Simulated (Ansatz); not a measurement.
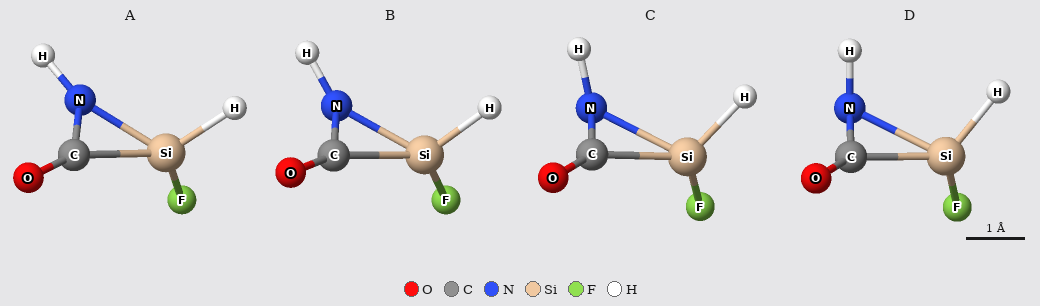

4 geometries from one relaxation of CH$_{2}$FNOSi, in shuffled order. The picture is a ball-and-stick view, seen at a tilt.

The run prepares the start of a later molecular dynamics calculation, from a guessed geometry.

Computed with Ansatz 0.2.0, RKS PBE0-D4/STO-3G. (no spin polarisation; force threshold 0.02 eV/Å; at most 40 steps)

### Order the frames from highest to lowest energy.

D, C, B, A. They are steps 0, 1, 5, 11, at +1.218 eV, +0.505 eV, +0.065 eV relative to the last. The atom that moves furthest after the best rigid fit is an H atom (0.57 Å). By element the largest moves are H 0.57 Å, N 0.33 Å, C 0.23 Å, F 0.20 Å, Si 0.15 Å, O 0.14 Å. Among the contacts that change: N–Si 1.910 → 1.750 Å, C–Si 1.768 → 1.880 Å, C–N 1.338 → 1.393 Å, F–Si 1.660 → 1.633 Å. Bond angles that change, for instance: Si–N–H 111.2° → 156.7°, O–C–Si 138.4° → 156.6°, C–N–H 112.6° → 130.5°. The energy falls by 1.218 eV in 9 accepted moves (11 points after the start). The largest force component goes from 6.2 to 0.015 eV/Å. The line search rejected the trial steps at points 4, 8 of the run.

Limits of the set-up: STO-3G is a minimal basis, so the numbers are rough.
